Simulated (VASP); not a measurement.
Band structure of InP (zinc blende). These are rev-vdW-DF2, VASP's PBE PAW potentials (set 64) (plane waves; VASP 6.6.1) values and carry that method's errors.

Unless said otherwise, spin-orbit coupling is left out, though it shifts the bands of the heavy elements here.

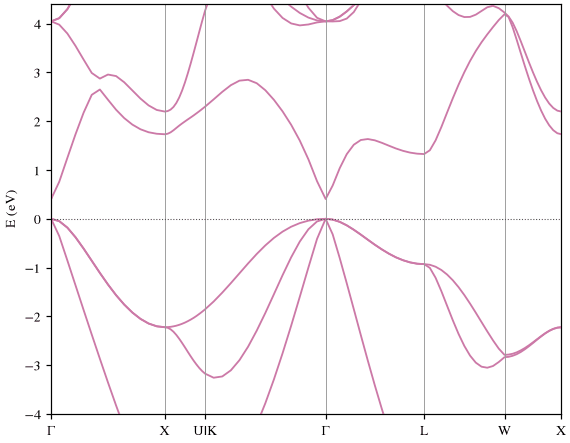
Fig. 1. Bands along high-symmetry lines, zero at the valence-band maximum or, without a gap, the Fermi level

Read the plot: is there a gap, and where are the band edges?

The gap is direct, 0.41 eV, from the valence maximum at Γ to the conduction minimum at Γ. (Edges off the drawn lines would not show.)

Measured: gap 1.47 eV (computed value off by -1.06 eV), as given by Wei Chen et al., Physical Review Materials (2018), doi:10.1103/physrevmaterials.2.073803 [zero-point renormalisation of 0.05 eV added back (the table's ZPR column)].

The compound is InP in the zinc blende structure. It was relaxed first.
